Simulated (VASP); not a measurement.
Band structure of Zr (relaxed from the diamond structure, space group Fd-3m). All values below come from r2SCAN meta-GGA, VASP's PBE PAW potentials (set 64) (plane waves; VASP).

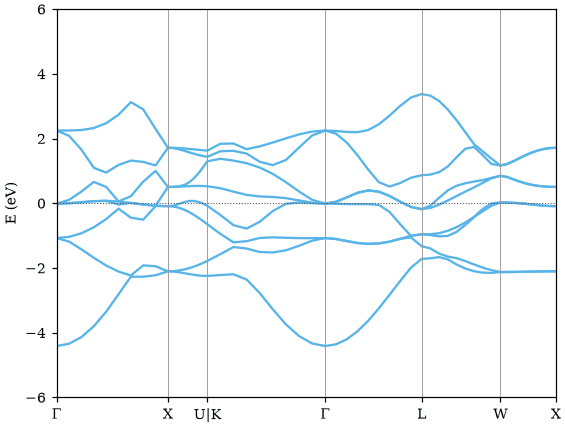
Figure: Bands along high-symmetry lines, zero at the valence-band maximum or, without a gap, the Fermi level

Read the plot: is there a gap, and where are the band edges?

It has no gap at this level: it comes out as a metal or semimetal.

The structure was generated: Zr was put into the diamond type (Fd-3m), which need not be its known phase. It was relaxed first, which changed the volume by -11 %.
